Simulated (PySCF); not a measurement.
# C₅H₄FN: runs on many settings

Aim: see how C₅H₄FN (`N#C[C@H]1CC=C1F`) answers to the choice of functional, basis, grid and SCF options.

Computed with PySCF 2.14.0, with density-fitted response routines of our own, on a single molecule in the gas phase. Atoms count from 0, in the outputs and in this text.

## (1) Starting geometry

11 atoms, charge 0, multiplicity 1; geometry from: GFN2-xTB.

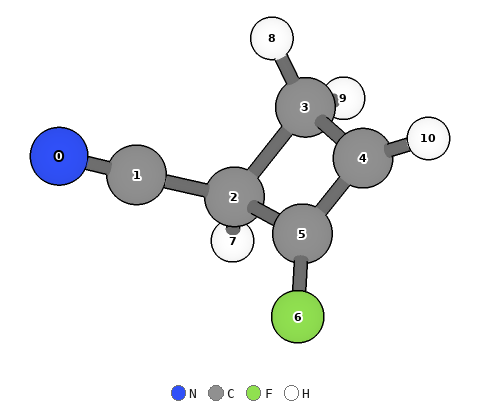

As it starts; nitrogen blue, carbon grey, fluorine green, hydrogen white, atoms numbered.

## (2) NMR shieldings: HSE06/pcSseg-1

Job settings and geometry (Å):

```
{"job": {"kind": "nmr", "xc": "HSE06", "basis": "pcSseg-1", "pop": true, "grid": 1, "scf": {"damp": 0.2}}, "charge": 0, "multiplicity": 1}
N      2.872568    -0.408216     0.265602
C      1.821577    -0.181204    -0.121516
C      0.490740     0.093586    -0.587626
C     -0.604398    -0.900301    -0.079951
C     -1.219575     0.275585     0.640272
C     -0.286384     1.112498     0.210127
F     -0.043736     2.411021     0.364774
H      0.503857     0.257497    -1.667848
H     -0.225482    -1.691127     0.565120
H     -1.212910    -1.331153    -0.872469
H     -2.090832     0.364486     1.257552
```

Level: GIAO HSE06/pcSseg-1 NMR shielding, non-relativistic, gas phase.

Run with:

```sh
$ OMP_NUM_THREADS=1 python probes_run.py task.json out
```

This one command runs all jobs of the session in turn.

Log:

```text
damping 0.20 in the first 6 cycles
final grid: 46208 points
cycle   1  E = -346.9865236268  dE =  1.185e+00  |g| = 5.815e-01  |ddm| = 3.219e+00
cycle   2  E = -346.9001904009  dE =  8.633e-02  |g| = 8.610e-01  |ddm| = 1.086e+00
cycle   3  E = -346.6213222034  dE =  2.789e-01  |g| = 1.415e+00  |ddm| = 1.526e+00
cycle   4  E = -345.8266673492  dE =  7.947e-01  |g| = 2.237e+00  |ddm| = 3.322e+00
cycle   5  E = -344.8061724252  dE =  1.020e+00  |g| = 3.118e+00  |ddm| = 4.273e+00
cycle   6  E = -336.6487749360  dE =  8.157e+00  |g| = 5.499e+00  |ddm| = 1.168e+01
cycle   7  E = -308.5435840366  dE =  2.811e+01  |g| = 9.271e+00  |ddm| = 5.335e+01
cycle   8  E = -345.3755074206  dE = -3.683e+01  |g| = 2.602e+00  |ddm| = 5.455e+01
cycle   9  E = -346.2006501802  dE = -8.251e-01  |g| = 1.765e+00  |ddm| = 3.462e+00
cycle  10  E = -347.0011030720  dE = -8.005e-01  |g| = 4.803e-01  |ddm| = 1.892e+00
cycle  11  E = -347.0274509496  dE = -2.635e-02  |g| = 3.778e-01  |ddm| = 7.039e-01
cycle  12  E = -347.0573602587  dE = -2.991e-02  |g| = 5.898e-02  |ddm| = 3.277e-01
cycle  13  E = -347.0580791748  dE = -7.189e-04  |g| = 2.822e-02  |ddm| = 6.944e-02
cycle  14  E = -347.0582117532  dE = -1.326e-04  |g| = 7.926e-03  |ddm| = 2.229e-02
cycle  15  E = -347.0582224576  dE = -1.070e-05  |g| = 1.872e-03  |ddm| = 7.920e-03
cycle  16  E = -347.0582232420  dE = -7.843e-07  |g| = 4.170e-04  |ddm| = 1.868e-03
cycle  17  E = -347.0582232789  dE = -3.697e-08  |g| = 1.079e-04  |ddm| = 3.371e-04
cycle  18  E = -347.0582232816  dE = -2.688e-09  |g| = 2.000e-05  |ddm| = 1.126e-04
cycle  19  E = -347.0582232817  dE = -9.823e-11  |g| = 7.387e-06  |ddm| = 3.145e-05
converged SCF energy = -347.0582232817

GIAO shielding tensors (ppm)
atom      isotropic    diamagn.    paramagn.     s11        s22        s33       span
  0 N      -39.278     339.540    -378.818   -207.285   -193.132    282.583    489.868
  1 C       64.473     259.425    -194.952    -52.881    -48.023    294.325    347.206
  2 C      151.530     252.135    -100.605    136.665    155.606    162.321     25.656
  3 C      158.580     247.680     -89.100    135.587    159.012    181.142     45.555
  4 C       69.711     256.669    -186.959    -19.448     98.152    130.427    149.875
  5 C       27.219     250.741    -223.521    -73.177     75.150     79.685    152.862
  6 F      254.272     472.037    -217.765    141.082    295.280    326.455    185.373
  7 H       28.053      28.348      -0.294     24.175     27.125     32.860      8.685
  8 H       29.377      29.231       0.146     25.846     27.640     34.644      8.798
  9 H       29.213      28.913       0.300     25.756     26.526     35.358      9.602
 10 H       26.680      30.808      -4.127     24.413     24.712     30.916      6.503
```

It took 43 s on 1 thread of Arm Neoverse N1, shared host; peak memory 0.79 GiB.

The references, computed at this level on geometries of the same kind, shield at (ppm): 1H TMS 31.72, 13C TMS 186.2, 19F CFCl3 168.9, 15N NH3 267.3. Their shielding less the atom's gives the shift. The references are single molecules in the gas phase, so shifts against H2O, NH3, PH3, H3PO4 or CFCl3 are not on the usual liquid scales and can be off by tens of ppm.

```csv
atoms,environment,σ (ppm),δ (ppm)
C5,fully substituted alkene carbon,27.2,159.0
C1,nitrile carbon,64.5,121.8
C4,alkene CH,69.7,116.5
C2,allylic sp3 CH,151.5,34.7
C3,allylic sp3 CH2,158.6,27.7
H10,hydrogen on an alkene CH,26.68,5.04
H7,hydrogen on an allylic sp3 CH,28.05,3.67
H9,hydrogen on an allylic sp3 CH2,29.21,2.51
H8,hydrogen on an allylic sp3 CH2,29.38,2.34
N0,nitrile nitrogen,-39.3,306.6
F6,vinylic fluorine,254.3,-85.3
```

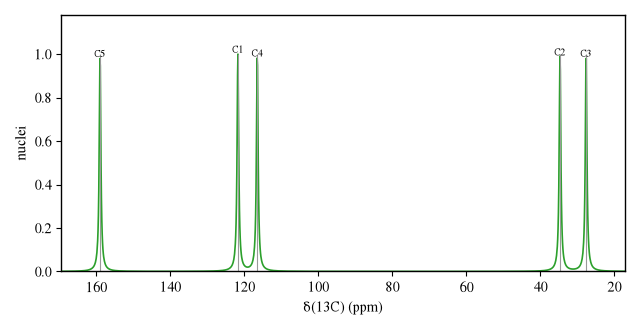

13C lines at the computed shifts, without couplings. Lines are broadened to a width of 0.53 ppm (Lorentzian).

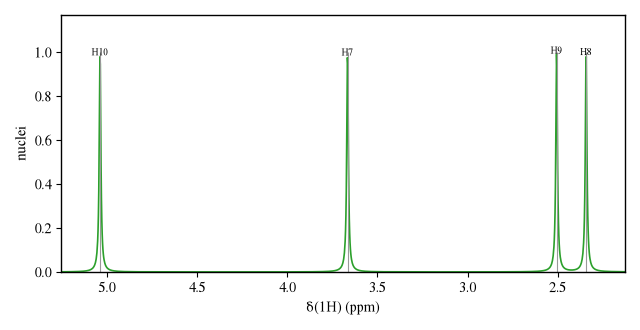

1H lines at the computed shifts, without couplings. Lines are broadened to a width of 0.01 ppm (Lorentzian).

Charges from the same density, by scheme (e):

```csv
atoms,Mulliken,IAO,Hirshfeld,ESP fit
N0,-0.24,-0.24,-0.22,-0.46
C1,0.16,0.14,0.08,0.39
C2,-0.36,-0.17,-0.01,-0.21
C3,-0.07,-0.23,-0.05,-0.10
C4,-0.20,-0.21,-0.06,-0.27
C5,0.35,0.29,0.09,0.26
F6,-0.24,-0.24,-0.07,-0.15
```

IAO charges:

```csv
atom,value (e)
N0,-0.24
C1,0.14
C2,-0.17
C3,-0.23
C4,-0.21
C5,0.29
F6,-0.24
H7,0.18
H8,0.16
H9,0.15
H10,0.17
```

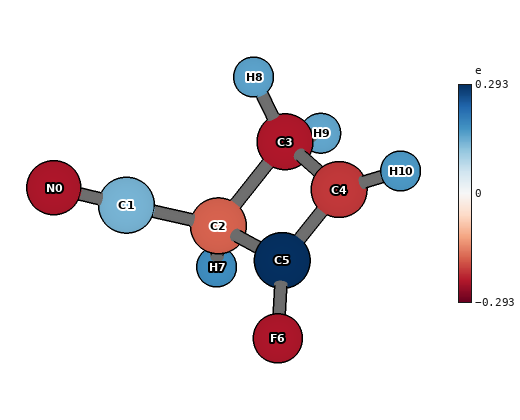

IAO charges, as colours on the atoms.

Mayer bond orders: N0–C1 3.06, C1–C2 0.95, C2–C3 0.97, C3–C4 1.01, C4–C5 1.77, C5–F6 1.03, C5–C2 1.02.

Ring of atoms C2, C3, C4, C5: NICS(0) -8.7, NICS(1) -3.2, NICS(1)zz -2.3 ppm (means of both faces).

Orbitals, density, ELF and potential are computed afterwards from the orbital file.

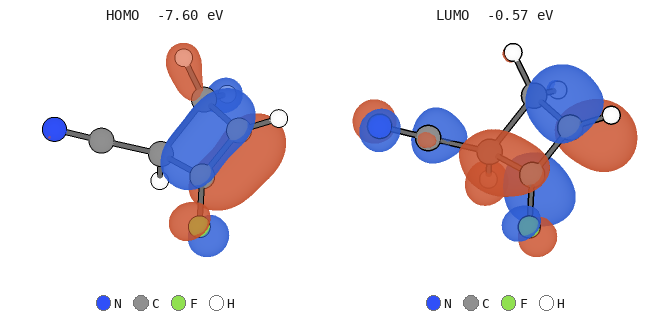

HSE06/pcSseg-1 orbitals near the gap, drawn at the value that encloses 70 % of each; the two colours are the two signs.

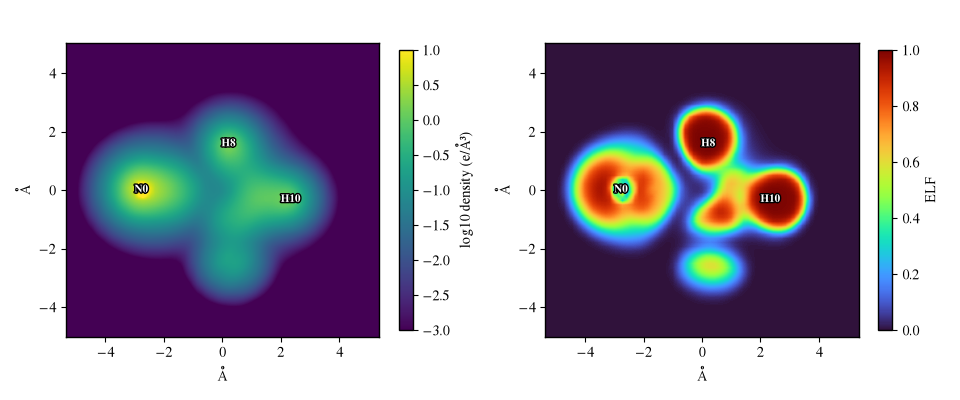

Density (left) and ELF (right) in a plane through or near 3 of the atoms.

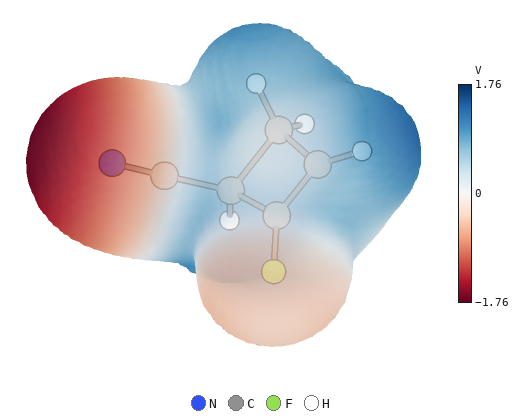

The potential that a unit positive charge feels on the 0.002 e/bohr³ surface, from -1.76 V near N0 to 1.41 V near H7.

## (3) Shielding tensors: CAM-B3LYP/pcSseg-1

The job, as its differences from that of step 2:

```diff
@@ -1,2 +1,2 @@
-{"job": {"kind": "nmr", "xc": "HSE06", "basis": "pcSseg-1", "pop": true, "grid": 1, "scf": {"damp": 0.2}}, "charge": 0, "multiplicity": 1}
+{"job": {"kind": "nmr", "xc": "CAM-B3LYP", "basis": "pcSseg-1", "pop": true, "scf": {"guess": "atom"}}, "charge": 0, "multiplicity": 1}
 N      2.872568    -0.408216     0.265602
```

Method: GIAO CAM-B3LYP/pcSseg-1 NMR shielding, non-relativistic, gas phase.

Log:

```text
final grid: 100128 points
cycle   1  E = -347.0457723134  dE =  2.434e+00  |g| = 9.879e-01  |ddm| = 3.264e+00
cycle   2  E = -346.9924785089  dE =  5.329e-02  |g| = 1.118e+00  |ddm| = 1.749e+00
cycle   3  E = -347.2445873227  dE = -2.521e-01  |g| = 2.969e-01  |ddm| = 1.058e+00
cycle   4  E = -347.2633885085  dE = -1.880e-02  |g| = 5.461e-02  |ddm| = 2.152e-01
cycle   5  E = -347.2639420327  dE = -5.535e-04  |g| = 2.338e-02  |ddm| = 5.846e-02
cycle   6  E = -347.2640614217  dE = -1.194e-04  |g| = 6.026e-03  |ddm| = 2.195e-02
cycle   7  E = -347.2640684149  dE = -6.993e-06  |g| = 1.811e-03  |ddm| = 5.635e-03
cycle   8  E = -347.2640690985  dE = -6.837e-07  |g| = 4.300e-04  |ddm| = 2.019e-03
cycle   9  E = -347.2640691422  dE = -4.364e-08  |g| = 1.796e-04  |ddm| = 6.809e-04
cycle  10  E = -347.2640691484  dE = -6.196e-09  |g| = 6.245e-05  |ddm| = 1.623e-04
cycle  11  E = -347.2640691494  dE = -9.857e-10  |g| = 1.780e-05  |ddm| = 8.169e-05
converged SCF energy = -347.2640691494

GIAO shielding tensors (ppm)
atom      isotropic    diamagn.    paramagn.     s11        s22        s33       span
  0 N      -41.069     340.880    -381.949   -210.177   -197.071    284.040    494.217
  1 C       61.904     259.736    -197.832    -57.441    -52.807    295.959    353.400
  2 C      150.972     252.411    -101.438    135.554    154.968    162.395     26.841
  3 C      157.609     247.486     -89.877    134.095    158.971    179.760     45.665
  4 C       66.650     256.728    -190.077    -26.205     95.182    130.974    157.179
  5 C       21.441     250.853    -229.412    -84.962     71.659     77.625    162.587
  6 F      265.485     472.694    -207.210    157.336    302.430    336.689    179.352
  7 H       28.220      28.538      -0.318     24.379     27.288     32.993      8.614
  8 H       29.479      29.492      -0.013     25.983     27.759     34.695      8.712
  9 H       29.303      29.069       0.234     25.899     26.640     35.371      9.472
 10 H       26.711      30.846      -4.135     24.500     24.821     30.812      6.311
```

Wall time 26 s (1 thread of Arm Neoverse N1, shared host); peak memory 0.78 GiB.

This run: δ C5 163.7, C1 123.2, C4 118.4, C2 34.1, H10 5.07, H7 3.56 ppm.

[end of part 1 of 2]
